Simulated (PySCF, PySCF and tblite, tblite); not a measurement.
# C8H14O: conformers and averaged spectra, part 2 of 3

PySCF and tblite. Atoms count from 0. The steps go on from the part before.

## 5. Shieldings, conformer 1: WP04/6-31G*

Job settings and geometry (Å):

```
{"job": {"xc": "WP04", "basis": "6-31G*", "kind": "nmr", "pop": true}, "charge": 0, "multiplicity": 1}
C     -1.873993     1.897246    -0.681778
C     -1.339311     0.841675    -0.090981
C     -2.055610    -0.467919     0.055899
C     -1.246325    -1.570581    -0.630974
C      0.169425    -1.624223    -0.069796
C      0.877540    -0.280106    -0.237781
O      2.173580    -0.422097     0.314713
C      3.094390     0.566505    -0.063224
C      0.059835     0.829949     0.447638
H     -1.336884     2.824608    -0.790809
H     -2.877944     1.882020    -1.071505
H     -3.055229    -0.407971    -0.376630
H     -2.155900    -0.708755     1.117855
H     -1.205687    -1.368195    -1.703883
H     -1.736359    -2.535249    -0.487758
H      0.146699    -1.866558     0.994045
H      0.752987    -2.395544    -0.574512
H      0.963521    -0.041848    -1.312435
H      3.154263     0.656760    -1.155526
H      4.060438     0.248698     0.325606
H      2.846174     1.547437     0.357908
H      0.046240     0.620818     1.520955
H      0.533397     1.800313     0.291519
```

The log of the run:

```text
coarse grid: 18456 points
cycle   1  E = -397.9568395183  dE =  9.392e-01  |g| = 9.646e-01  |ddm| = 4.349e+00
cycle   2  E = -397.7469991076  dE =  2.098e-01  |g| = 1.400e+00  |ddm| = 2.618e+00
cycle   3  E = -398.1672722083  dE = -4.203e-01  |g| = 2.062e-01  |ddm| = 1.824e+00
cycle   4  E = -398.1758777415  dE = -8.606e-03  |g| = 5.229e-02  |ddm| = 2.315e-01
cycle   5  E = -398.1765035033  dE = -6.258e-04  |g| = 1.229e-02  |ddm| = 5.955e-02
cycle   6  E = -398.1765277549  dE = -2.425e-05  |g| = 7.458e-03  |ddm| = 1.658e-02
cycle   7  E = -398.1765418750  dE = -1.412e-05  |g| = 1.357e-03  |ddm| = 7.685e-03
cycle   8  E = -398.1765423030  dE = -4.280e-07  |g| = 3.793e-04  |ddm| = 1.666e-03
final grid: 176080 points
cycle   9  E = -398.0766339304  dE = -8.115e-05  |g| = 1.225e-02  |ddm| = 4.886e-02
cycle  10  E = -398.0766064096  dE =  2.752e-05  |g| = 1.668e-02  |ddm| = 2.790e-02
cycle  11  E = -398.0766717161  dE = -6.531e-05  |g| = 2.771e-03  |ddm| = 1.652e-02
cycle  12  E = -398.0766733843  dE = -1.668e-06  |g| = 4.745e-04  |ddm| = 2.859e-03
cycle  13  E = -398.0766734278  dE = -4.348e-08  |g| = 2.491e-04  |ddm| = 5.868e-04
cycle  14  E = -398.0766734426  dE = -1.481e-08  |g| = 5.153e-05  |ddm| = 2.708e-04
cycle  15  E = -398.0766734432  dE = -5.737e-10  |g| = 1.178e-05  |ddm| = 5.909e-05
converged SCF energy = -398.0766734432

GIAO shielding tensors (ppm)
atom      isotropic    diamagn.    paramagn.     s11        s22        s33       span
  0 C       84.156     261.659    -177.504     -1.696    105.802    148.361    150.057
  1 C       49.430     247.984    -198.553    -53.017     43.662    157.645    210.663
  2 C      150.094     248.819     -98.725    144.743    147.715    157.823     13.081
  3 C      157.786     245.829     -88.042    151.518    157.441    164.399     12.881
  4 C      151.414     247.846     -96.432    142.398    150.283    161.560     19.163
  5 C      105.835     244.748    -138.913     84.118     87.342    146.045     61.927
  6 O      281.796     392.084    -110.288    254.105    268.726    322.556     68.452
  7 C      130.909     244.480    -113.570    100.013    113.785    178.931     78.918
  8 C      146.298     253.510    -107.212    132.423    148.695    157.777     25.354
  9 H       28.240      33.347      -5.108     25.819     26.484     32.417      6.598
 10 H       28.235      30.996      -2.761     25.805     26.447     32.452      6.648
 11 H       30.568      29.740       0.828     26.800     29.590     35.315      8.515
 12 H       30.671      31.085      -0.414     28.270     28.611     35.131      6.861
 13 H       31.266      31.265       0.001     27.925     29.862     36.010      8.085
 14 H       30.935      29.074       1.862     26.314     29.419     37.072     10.758
 15 H       31.101      32.539      -1.439     28.048     30.554     34.700      6.652
 16 H       30.725      30.696       0.028     26.490     30.074     35.610      9.119
 17 H       29.331      33.643      -4.311     27.183     30.029     30.782      3.600
 18 H       29.660      29.646       0.013     26.472     27.263     35.244      8.772
 19 H       29.181      28.407       0.774     25.353     27.005     35.187      9.834
 20 H       29.156      30.196      -1.040     24.924     27.839     34.705      9.781
 21 H       30.721      33.482      -2.761     28.462     29.585     34.115      5.654
 22 H       30.001      34.574      -4.573     25.698     31.209     33.096      7.398
```

Run time: 1.7 min. Hardware: 1 thread of Intel Xeon at 2.50GHz, shared host; peak memory 0.77 GiB.

In short: HOMO -7.78 eV, LUMO -1.20 eV; dipole 0.75 D.

The fields below are evaluated on a grid from the run's orbitals.

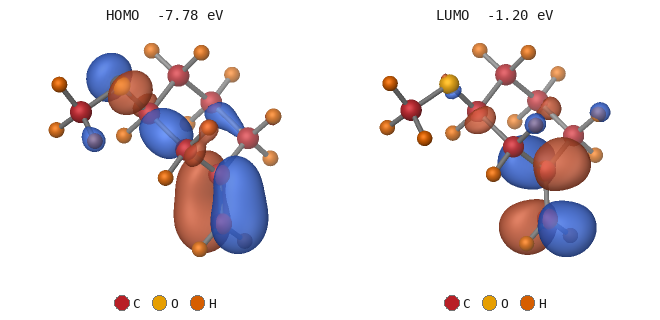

WP04/6-31G* orbitals near the gap, drawn at the value that encloses 70 % of each; the two colours are the two signs.

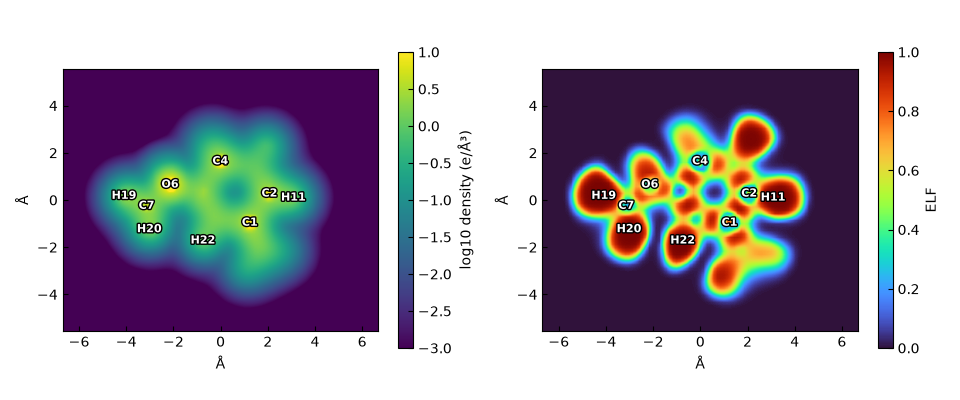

Density (left) and ELF (right) in a plane through or near 9 of the atoms.

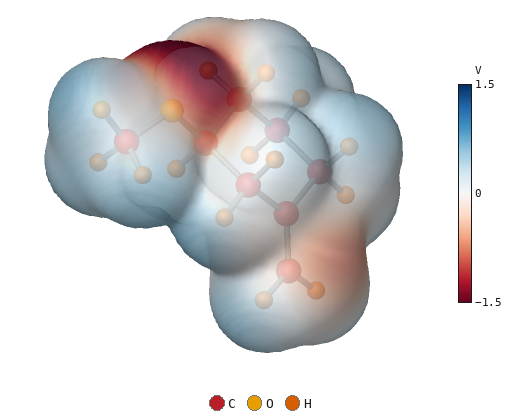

Electrostatic potential on the surface of density 0.002 e/bohr³; red is low, blue high. It runs, from the 1st to the 99th percentile, from -1.50 V near O6 to 0.63 V near H22.

## 6. Single-point energy, conformer 1: B3LYP/def2-SVP

Changed since step 5:

```diff
@@ -1,2 +1,2 @@
-{"job": {"xc": "WP04", "basis": "6-31G*", "kind": "nmr", "pop": true}, "charge": 0, "multiplicity": 1}
+{"job": {"xc": "B3LYP", "basis": "def2-SVP", "kind": "sp"}, "charge": 0, "multiplicity": 1}
 C     -1.873993     1.897246    -0.681778
```

The log of the run:

```text
coarse grid: 18456 points
cycle   1  E = -388.0076466072  dE =  1.017e+00  |g| = 6.727e-01  |ddm| = 4.966e+00
cycle   2  E = -387.9270952542  dE =  8.055e-02  |g| = 9.419e-01  |ddm| = 2.359e+00
cycle   3  E = -388.1094373345  dE = -1.823e-01  |g| = 1.202e-01  |ddm| = 1.579e+00
cycle   4  E = -388.1120936779  dE = -2.656e-03  |g| = 4.149e-02  |ddm| = 1.786e-01
cycle   5  E = -388.1124976184  dE = -4.039e-04  |g| = 7.510e-03  |ddm| = 5.899e-02
cycle   6  E = -388.1125076826  dE = -1.006e-05  |g| = 3.557e-03  |ddm| = 1.396e-02
cycle   7  E = -388.1125107713  dE = -3.089e-06  |g| = 7.736e-04  |ddm| = 4.106e-03
final grid: 176080 points
cycle   8  E = -388.1968116312  dE = -7.184e-05  |g| = 7.095e-03  |ddm| = 5.853e-02
cycle   9  E = -388.1968047313  dE =  6.900e-06  |g| = 9.128e-03  |ddm| = 1.698e-02
cycle  10  E = -388.1968243339  dE = -1.960e-05  |g| = 1.160e-03  |ddm| = 1.015e-02
cycle  11  E = -388.1968245967  dE = -2.628e-07  |g| = 2.325e-04  |ddm| = 1.839e-03
cycle  12  E = -388.1968246061  dE = -9.460e-09  |g| = 8.638e-05  |ddm| = 3.310e-04
cycle  13  E = -388.1968246076  dE = -1.477e-09  |g| = 4.306e-05  |ddm| = 1.241e-04
cycle  14  E = -388.1968246081  dE = -4.691e-10  |g| = 5.984e-06  |ddm| = 5.231e-05
converged SCF energy = -388.1968246081
```

Run time: 46 s. Hardware: 1 thread of Intel Xeon at 2.50GHz, shared host; peak memory 0.69 GiB.

This run: HOMO -6.63 eV, LUMO 0.40 eV; dipole 0.65 D.

## 7. Shieldings, conformer 2: WP04/6-31G*

Job settings and geometry (Å):

```
{"job": {"xc": "WP04", "basis": "6-31G*", "kind": "nmr", "pop": false}, "charge": 0, "multiplicity": 1}
C     -2.643303     1.301067     0.013238
C     -1.642343     0.575143     0.481859
C     -1.762126    -0.887334     0.794078
C     -0.731200    -1.671170    -0.021091
C      0.676839    -1.149769     0.244710
C      0.772241     0.342279    -0.094763
O      2.037560     0.896472     0.220218
C      3.064248     0.586450    -0.683662
C     -0.268729     1.129133     0.711280
H     -2.529166     2.347131    -0.216087
H     -3.622252     0.882011    -0.149217
H     -2.768589    -1.245178     0.572584
H     -1.568874    -1.045867     1.858778
H     -0.961997    -1.566399    -1.084158
H     -0.786065    -2.731796     0.232567
H      0.935001    -1.281421     1.297863
H      1.395531    -1.714180    -0.353139
H      0.572751     0.478594    -1.172148
H      3.338548    -0.474376    -0.652307
H      3.924206     1.183894    -0.385558
H      2.780365     0.846265    -1.711647
H     -0.000439     1.044132     1.767163
H     -0.216959     2.181903     0.433428
```

The log of the run:

```text
coarse grid: 18456 points
cycle   1  E = -397.9559614660  dE =  9.387e-01  |g| = 9.651e-01  |ddm| = 4.351e+00
cycle   2  E = -397.7453656470  dE =  2.106e-01  |g| = 1.402e+00  |ddm| = 2.639e+00
cycle   3  E = -398.1667725296  dE = -4.214e-01  |g| = 2.052e-01  |ddm| = 1.843e+00
cycle   4  E = -398.1752206961  dE = -8.448e-03  |g| = 5.330e-02  |ddm| = 2.282e-01
cycle   5  E = -398.1758663803  dE = -6.457e-04  |g| = 1.293e-02  |ddm| = 6.054e-02
cycle   6  E = -398.1758946681  dE = -2.829e-05  |g| = 7.529e-03  |ddm| = 1.729e-02
cycle   7  E = -398.1759089819  dE = -1.431e-05  |g| = 1.487e-03  |ddm| = 7.868e-03
cycle   8  E = -398.1759095083  dE = -5.264e-07  |g| = 3.737e-04  |ddm| = 1.795e-03
final grid: 176080 points
cycle   9  E = -398.0765181156  dE = -7.915e-05  |g| = 1.233e-02  |ddm| = 4.786e-02
cycle  10  E = -398.0764905239  dE =  2.759e-05  |g| = 1.671e-02  |ddm| = 2.784e-02
cycle  11  E = -398.0765563522  dE = -6.583e-05  |g| = 2.867e-03  |ddm| = 1.656e-02
cycle  12  E = -398.0765581489  dE = -1.797e-06  |g| = 5.033e-04  |ddm| = 2.965e-03
cycle  13  E = -398.0765582013  dE = -5.239e-08  |g| = 2.429e-04  |ddm| = 6.076e-04
cycle  14  E = -398.0765582153  dE = -1.398e-08  |g| = 4.930e-05  |ddm| = 2.616e-04
cycle  15  E = -398.0765582158  dE = -5.077e-10  |g| = 1.252e-05  |ddm| = 5.971e-05
converged SCF energy = -398.0765582158

GIAO shielding tensors (ppm)
atom      isotropic    diamagn.    paramagn.     s11        s22        s33       span
  0 C       84.184     261.262    -177.079     -2.003    105.642    148.913    150.916
  1 C       49.329     248.239    -198.909    -53.374     44.194    157.168    210.542
  2 C      150.223     248.453     -98.230    145.048    147.942    157.678     12.631
  3 C      158.119     246.909     -88.790    151.644    157.485    165.229     13.585
  4 C      154.778     249.406     -94.629    141.974    159.635    162.723     20.749
  5 C      105.923     245.623    -139.700     83.658     87.980    146.130     62.472
  6 O      282.335     392.261    -109.927    254.818    269.383    322.803     67.985
  7 C      130.772     244.207    -113.435     99.896    113.500    178.921     79.025
  8 C      143.476     251.401    -107.925    129.299    143.385    157.745     28.446
  9 H       28.216      32.626      -4.410     25.700     26.491     32.458      6.758
 10 H       28.225      30.937      -2.712     25.704     26.510     32.461      6.757
 11 H       30.562      29.863       0.699     26.769     29.581     35.336      8.567
 12 H       30.679      30.607       0.072     28.190     28.683     35.164      6.974
 13 H       31.340      32.366      -1.025     27.830     30.106     36.085      8.255
 14 H       30.902      29.888       1.014     26.164     29.562     36.980     10.815
 15 H       31.356      32.975      -1.619     28.302     30.570     35.195      6.893
 16 H       30.514      32.556      -2.041     25.591     30.887     35.064      9.473
 17 H       29.345      34.259      -4.914     27.076     30.185     30.775      3.699
 18 H       29.176      29.648      -0.471     24.900     27.857     34.771      9.871
 19 H       29.179      28.336       0.843     25.426     26.907     35.203      9.777
 20 H       29.663      29.801      -0.138     26.332     27.373     35.284      8.952
 21 H       30.495      32.333      -1.838     28.310     29.444     33.732      5.422
 22 H       30.224      32.786      -2.563     26.487     30.194     33.990      7.503
```

Run time: 63 s. Hardware: 1 thread of Intel Xeon at 2.50GHz, shared host; peak memory 0.79 GiB.

This run: HOMO -7.79 eV, LUMO -1.16 eV; dipole 1.39 D.

## 8. Single-point energy, conformer 2: B3LYP/def2-SVP

Changed since step 7:

```diff
@@ -1,2 +1,2 @@
-{"job": {"xc": "WP04", "basis": "6-31G*", "kind": "nmr", "pop": false}, "charge": 0, "multiplicity": 1}
+{"job": {"xc": "B3LYP", "basis": "def2-SVP", "kind": "sp"}, "charge": 0, "multiplicity": 1}
 C     -2.643303     1.301067     0.013238
```

The log of the run:

```text
coarse grid: 18456 points
cycle   1  E = -388.0066353319  dE =  1.016e+00  |g| = 6.734e-01  |ddm| = 4.966e+00
cycle   2  E = -387.9255176322  dE =  8.112e-02  |g| = 9.436e-01  |ddm| = 2.359e+00
cycle   3  E = -388.1087052429  dE = -1.832e-01  |g| = 1.198e-01  |ddm| = 1.572e+00
cycle   4  E = -388.1113219253  dE = -2.617e-03  |g| = 4.192e-02  |ddm| = 1.738e-01
cycle   5  E = -388.1117331322  dE = -4.112e-04  |g| = 7.456e-03  |ddm| = 5.848e-02
cycle   6  E = -388.1117435461  dE = -1.041e-05  |g| = 3.245e-03  |ddm| = 1.374e-02
cycle   7  E = -388.1117460858  dE = -2.540e-06  |g| = 7.998e-04  |ddm| = 3.922e-03
final grid: 176080 points
cycle   8  E = -388.1967691086  dE = -7.384e-05  |g| = 7.038e-03  |ddm| = 5.933e-02
cycle   9  E = -388.1967629652  dE =  6.143e-06  |g| = 8.874e-03  |ddm| = 1.666e-02
cycle  10  E = -388.1967817008  dE = -1.874e-05  |g| = 1.160e-03  |ddm| = 9.710e-03
cycle  11  E = -388.1967819621  dE = -2.614e-07  |g| = 2.500e-04  |ddm| = 1.867e-03
cycle  12  E = -388.1967819736  dE = -1.144e-08  |g| = 8.303e-05  |ddm| = 3.429e-04
cycle  13  E = -388.1967819749  dE = -1.271e-09  |g| = 4.526e-05  |ddm| = 1.221e-04
cycle  14  E = -388.1967819754  dE = -5.178e-10  |g| = 6.408e-06  |ddm| = 5.484e-05
converged SCF energy = -388.1967819754
```

Run time: 40 s. Hardware: 1 thread of Intel Xeon at 2.50GHz, shared host; peak memory 0.7 GiB.

Key values: HOMO -6.63 eV, LUMO 0.44 eV; dipole 1.35 D.

## 9. Shieldings, conformer 3: WP04/6-31G*

Job settings and geometry (Å):

```
{"job": {"xc": "WP04", "basis": "6-31G*", "kind": "nmr", "pop": false}, "charge": 0, "multiplicity": 1}
C     -2.310114     1.172497    -1.267498
C     -1.449968     0.681422    -0.391549
C     -1.824031    -0.327562     0.654845
C     -0.962303    -1.583611     0.497508
C      0.519994    -1.226278     0.539120
C      0.842891    -0.228790    -0.578881
O      2.226055     0.020215    -0.752164
C      2.917880     0.600351     0.326435
C      0.004500     1.046601    -0.380266
H     -2.012778     1.885556    -2.017715
H     -3.349018     0.888369    -1.265681
H     -2.880950    -0.585278     0.576156
H     -1.651354     0.100410     1.646952
H     -1.194454    -2.059711    -0.457603
H     -1.195377    -2.293403     1.293707
H      0.756449    -0.785763     1.510568
H      1.131301    -2.121753     0.410583
H      0.559876    -0.677907    -1.539471
H      2.914124    -0.042245     1.213094
H      2.518090     1.584215     0.593546
H      3.944517     0.720100    -0.016253
H      0.254144     1.496945     0.584650
H      0.235773     1.762605    -1.170005
```

The log of the run:

```text
coarse grid: 18456 points
cycle   1  E = -397.9544792349  dE =  9.361e-01  |g| = 9.605e-01  |ddm| = 4.353e+00
cycle   2  E = -397.7648252423  dE =  1.897e-01  |g| = 1.364e+00  |ddm| = 2.506e+00
cycle   3  E = -398.1635764675  dE = -3.988e-01  |g| = 2.002e-01  |ddm| = 1.716e+00
cycle   4  E = -398.1715487488  dE = -7.972e-03  |g| = 5.192e-02  |ddm| = 2.182e-01
cycle   5  E = -398.1721636988  dE = -6.149e-04  |g| = 1.060e-02  |ddm| = 6.082e-02
cycle   6  E = -398.1721864088  dE = -2.271e-05  |g| = 4.017e-03  |ddm| = 1.493e-02
cycle   7  E = -398.1721903056  dE = -3.897e-06  |g| = 1.168e-03  |ddm| = 4.680e-03
final grid: 176080 points
cycle   8  E = -398.0725820078  dE = -7.542e-05  |g| = 1.247e-02  |ddm| = 4.304e-02
cycle   9  E = -398.0725521242  dE =  2.988e-05  |g| = 1.729e-02  |ddm| = 2.751e-02
cycle  10  E = -398.0726211066  dE = -6.898e-05  |g| = 2.344e-03  |ddm| = 1.582e-02
cycle  11  E = -398.0726222187  dE = -1.112e-06  |g| = 3.442e-04  |ddm| = 2.500e-03
cycle  12  E = -398.0726222404  dE = -2.174e-08  |g| = 1.080e-04  |ddm| = 3.887e-04
cycle  13  E = -398.0726222421  dE = -1.688e-09  |g| = 7.179e-05  |ddm| = 1.533e-04
cycle  14  E = -398.0726222434  dE = -1.293e-09  |g| = 1.383e-05  |ddm| = 7.510e-05
cycle  15  E = -398.0726222435  dE = -4.877e-11  |g| = 2.889e-06  |ddm| = 1.637e-05
converged SCF energy = -398.0726222435

GIAO shielding tensors (ppm)
atom      isotropic    diamagn.    paramagn.     s11        s22        s33       span
  0 C       84.016     261.192    -177.176     -2.362    105.423    148.986    151.348
  1 C       49.037     248.099    -199.062    -53.315     44.512    155.912    209.227
  2 C      150.270     249.047     -98.777    145.471    147.530    157.809     12.338
  3 C      157.539     245.817     -88.279    151.370    157.865    163.382     12.012
  4 C      154.669     249.419     -94.749    145.237    157.291    161.480     16.243
  5 C      108.887     243.849    -134.962     80.250     99.749    146.661     66.411
  6 O      284.612     389.555    -104.944    246.143    275.706    331.987     85.844
  7 C      136.850     245.099    -108.249    113.261    119.102    178.188     64.927
  8 C      146.488     253.302    -106.814    132.010    149.986    157.469     25.459
  9 H       28.192      32.616      -4.424     25.664     26.423     32.489      6.825
 10 H       28.208      30.967      -2.760     25.651     26.475     32.497      6.846
 11 H       30.578      30.032       0.545     26.814     29.571     35.348      8.533
 12 H       30.773      31.603      -0.830     28.375     28.770     35.174      6.799
 13 H       31.253      31.206       0.047     27.787     29.813     36.159      8.372
 14 H       30.881      29.545       1.336     26.268     29.395     36.980     10.711
 15 H       30.884      34.024      -3.140     27.247     31.228     34.178      6.932
 16 H       30.859      31.089      -0.230     26.410     30.092     36.075      9.665
 17 H       28.869      32.297      -3.428     25.482     30.421     30.705      5.223
 18 H       29.490      30.052      -0.562     25.300     28.452     34.717      9.417
 19 H       29.509      30.385      -0.876     25.534     28.345     34.648      9.114
 20 H       29.430      28.381       1.050     25.698     27.280     35.314      9.616
 21 H       30.248      34.325      -4.078     27.441     30.173     33.129      5.688
 22 H       30.376      33.130      -2.754     26.370     30.243     34.515      8.145
```

It took 66 s on 1 thread of Intel Xeon at 2.50GHz, shared host; peak memory 0.79 GiB.

In short: HOMO -7.70 eV, LUMO -1.20 eV; dipole 1.48 D.

## 10. Single-point energy, conformer 3: B3LYP/def2-SVP

Changed since step 9:

```diff
@@ -1,2 +1,2 @@
-{"job": {"xc": "WP04", "basis": "6-31G*", "kind": "nmr", "pop": false}, "charge": 0, "multiplicity": 1}
+{"job": {"xc": "B3LYP", "basis": "def2-SVP", "kind": "sp"}, "charge": 0, "multiplicity": 1}
 C     -2.310114     1.172497    -1.267498
```

The log of the run:

```text
coarse grid: 18456 points
cycle   1  E = -388.0035176829  dE =  1.015e+00  |g| = 6.721e-01  |ddm| = 4.968e+00
cycle   2  E = -387.9300249358  dE =  7.349e-02  |g| = 9.232e-01  |ddm| = 2.249e+00
cycle   3  E = -388.1049209000  dE = -1.749e-01  |g| = 1.193e-01  |ddm| = 1.503e+00
cycle   4  E = -388.1074810799  dE = -2.560e-03  |g| = 4.303e-02  |ddm| = 1.692e-01
cycle   5  E = -388.1079027668  dE = -4.217e-04  |g| = 1.003e-02  |ddm| = 5.972e-02
cycle   6  E = -388.1079187740  dE = -1.601e-05  |g| = 5.655e-03  |ddm| = 1.714e-02
cycle   7  E = -388.1079270127  dE = -8.239e-06  |g| = 6.665e-04  |ddm| = 5.769e-03
final grid: 176080 points
cycle   8  E = -388.1924248651  dE = -6.980e-05  |g| = 7.573e-03  |ddm| = 5.695e-02
cycle   9  E = -388.1924145994  dE =  1.027e-05  |g| = 1.030e-02  |ddm| = 1.828e-02
cycle  10  E = -388.1924390140  dE = -2.441e-05  |g| = 1.332e-03  |ddm| = 1.118e-02
cycle  11  E = -388.1924393786  dE = -3.645e-07  |g| = 2.607e-04  |ddm| = 1.942e-03
cycle  12  E = -388.1924393903  dE = -1.178e-08  |g| = 1.282e-04  |ddm| = 3.441e-04
cycle  13  E = -388.1924393942  dE = -3.893e-09  |g| = 3.984e-05  |ddm| = 1.656e-04
cycle  14  E = -388.1924393946  dE = -3.738e-10  |g| = 6.538e-06  |ddm| = 5.608e-05
converged SCF energy = -388.1924393946
```

It took 46 s on 1 thread of Intel Xeon at 2.50GHz, shared host; peak memory 0.7 GiB.

This run: HOMO -6.51 eV, LUMO 0.39 eV; dipole 1.42 D.

(Continued in part 3 of 3.)
